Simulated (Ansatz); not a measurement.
# PBE/def2-TZVPP run of F2Ge (SMILES [F][Ge][F])

What is the electronic atomisation energy of F2Ge at PBE/def2-TZVPP? 

The calculation is run with Ansatz 0.2.0.

**1. Starting point**

F2Ge has 3 atoms, charge 0, and is taken as a singlet. As SMILES, `[F][Ge][F]`. The coordinates come from a PBE0-D4/def2-TZVP relaxation.

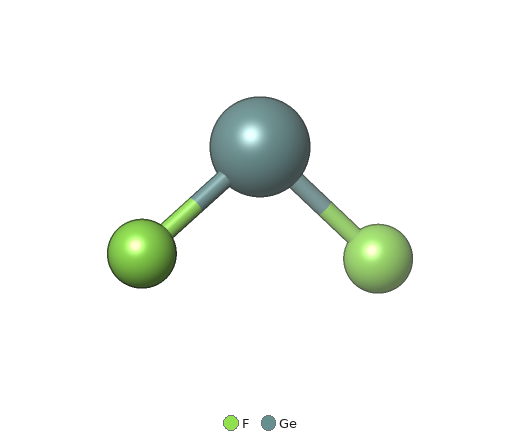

Viewed from a chosen angle; fluorine green, germanium teal.

**2. A single-point energy at PBE/def2-TZVPP**

The input, input.yaml:

```yaml
crystal:
  periodic: [false, false, false]
  atoms:
    - {symbol: F, position_ang: [-0.675900, -1.101800, -0.497500]}
    - {symbol: Ge, position_ang: [0.637500, -0.295200, 0.320200]}
    - {symbol: F, position_ang: [0.027600, 1.332100, 0.164100]}
basis:
  gaussian:
    orbitals: def2-TZVPP
accuracy: high
hamiltonian:
  xc: {name: PBE}
output:
  orbitals: {seedname: orbitals}
```

Command:

```console
$ ansatz run input.yaml --threads 1 --pin off --max-ram 3480MiB --events-out events.jsonl --progress --plain --runs-dir runs
```

Standard output:

```text
Warning: RAYON_NUM_THREADS=1 ignored (pool sized by the plan → 1); use --threads N
Functional definition: PBE
  name "PBE"
  parameter kappa = 0.804
  parameter beta = 0.06672455060314922
  exchange = pbe_x(kappa = kappa, mu = beta*pi^2/3)
  correlation = pbe_c(beta = beta)
1632 factors; integrals over basis functions are off by at most 5.2e-9 eV
mean field evaluation 1: about -61938.3037 eV, gradient 5.9e1 eV
mean field evaluation 2: about -61890.7223 eV, gradient 1.8e2 eV
mean field evaluation 4: about -61943.0151 eV, gradient 5.9e0 eV
mean field evaluation 8: about -61943.0566 eV, gradient 3.3e-1 eV
mean field evaluation 16: about -61943.0567 eV, gradient 5.6e-6 eV
mean field -61943.05674852 eV, -2276.3653489961 hartree, gradient 4.7e-8 eV, S^2 0.000000; 0 other end points of the search recorded, 0 dependent functions left out
reference -61943.05675070 eV, -2276.3653490765 hartree; 25, 25 occupied and 85, 85 virtual orbitals, 1632 factors
Total energy: -61943.05675070 eV, -2276.3653490765 hartree
```

It took 3.6 s on 1 thread of Intel Xeon 6975P-C (Granite Rapids), shared host; peak memory 0.23 GiB.

**3. The F atom at the same level**

The input, in.yaml:

```yaml
crystal:
  periodic: [false, false, false]
  atoms:
    - {symbol: F, position_ang: [0.000000, 0.000000, 0.000000]}
basis:
  gaussian:
    orbitals: def2-TZVPP
magnetization:
  spin_polarized: true
  initial_magnetization: 1
hamiltonian:
  xc: {name: PBE}
accuracy: high
```

Run the same way, it converges to -99.66912 Eh (log not shown).

**4. The Ge atom at the same level**

The input, job.yaml:

```yaml
crystal:
  periodic: [false, false, false]
  atoms:
    - symbol: Ge
      position_ang: [0.000000, 0.000000, 0.000000]
basis:
  gaussian:
    orbitals: def2-TZVPP
magnetization:
  spin_polarized: true
  initial_magnetization: 2
hamiltonian:
  xc: {name: PBE}
accuracy: high
```

Command:

```console
$ ansatz run job.yaml --threads 1 --pin off --max-ram 3480MiB --events-out events.jsonl --progress --plain --runs-dir runs
```

Standard output:

```text
Warning: RAYON_NUM_THREADS=1 ignored (pool sized by the plan → 1); use --threads N
Functional definition: PBE
  name "PBE"
  parameter kappa = 0.804
  parameter beta = 0.06672455060314922
  exchange = pbe_x(kappa = kappa, mu = beta*pi^2/3)
  correlation = pbe_c(beta = beta)
486 factors; integrals over basis functions are off by at most 4.4e-9 eV
mean field evaluation 1: about -56507.0466 eV, gradient 1.1e1 eV
mean field evaluation 2: about -56507.0478 eV, gradient 1.2e1 eV
mean field evaluation 4: about -56507.2136 eV, gradient 1.4e-1 eV
mean field evaluation 8: about -56507.2127 eV, gradient 8.3e-4 eV
mean field evaluation 16: about -56507.2127 eV, gradient 1.8e-8 eV
mean field evaluation 32: about -56507.2127 eV, gradient 5.3e-5 eV
mean field -56507.21274389 eV, -2076.6017663734 hartree, gradient 4.9e-9 eV, S^2 2.002052; 1 other end points of the search recorded, 0 dependent functions left out
reference -56507.21274589 eV, -2076.6017664470 hartree; 17, 15 occupied and 31, 33 virtual orbitals, 486 factors
Total energy: -56507.21274589 eV, -2076.6017664470 hartree
```

Run time: 1.5 s. Hardware: 1 thread of Intel Xeon 6975P-C (Granite Rapids), shared host; peak memory 0.11 GiB.

**5. What came out**

Level: PBE/def2-TZVPP.

| quantity | value |
| --- | --- |
| molecule: total energy | -2276.36535 Eh |
| molecule: HOMO energy | -7.64 eV |
| molecule: LUMO energy | -3.34 eV |
| molecule: HOMO–LUMO gap | 4.29 eV |
| F atom: total energy | -99.66912 Eh |
| F atom: ⟨S²⟩ | 0.751 |
| Ge atom: total energy | -2076.60177 Eh |
| Ge atom: ⟨S²⟩ | 2.002 |
| electronic atomisation energy | 11.574 eV |

What this shows: Taking the molecule apart into free atoms costs 11.57 eV (1117 kJ/mol), before zero-point energy and without spin-orbit coupling.
